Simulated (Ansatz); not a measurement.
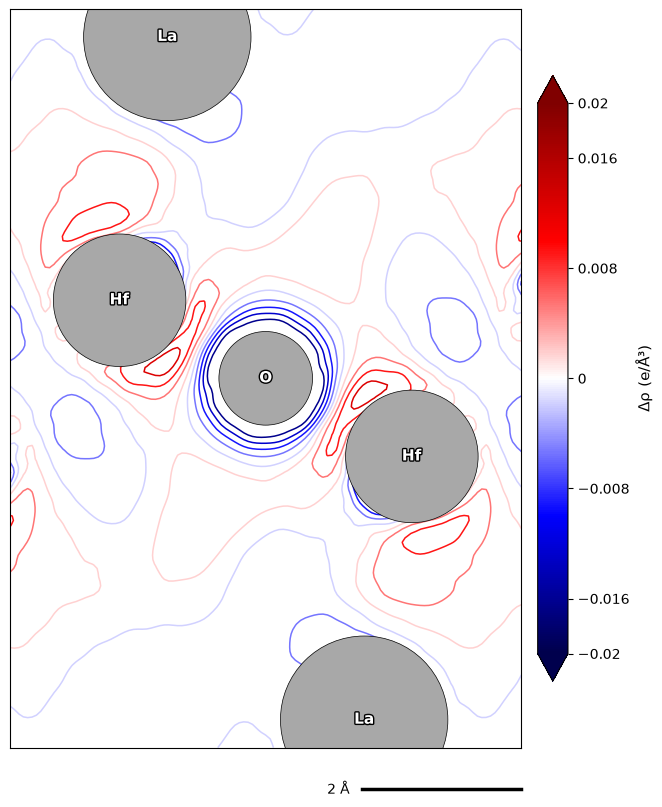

La3Hf2O3. Difference of the valence pseudo-densities of two functionals at the same geometry, on the (11̄0) plane of the calculation cell: PBE less r2SCAN.

Space group R-3m; a generated structure, not necessarily the stable one; computed without spin polarisation.

Both computed with Ansatz (plane waves, PAW), on the same k-point mesh. Grey discs cover the atomic cores.

Q: Where does the change of functional move the electrons?

A: Against r2SCAN, PBE gives more density around Hf (+0.005 e/Å³ on average at 1.2 Å from the nucleus), less density around O (−0.016 e/Å³ on average at 0.7 Å from the nucleus) and a change of +0.009 e/Å³ at the midpoint of Hf–O.
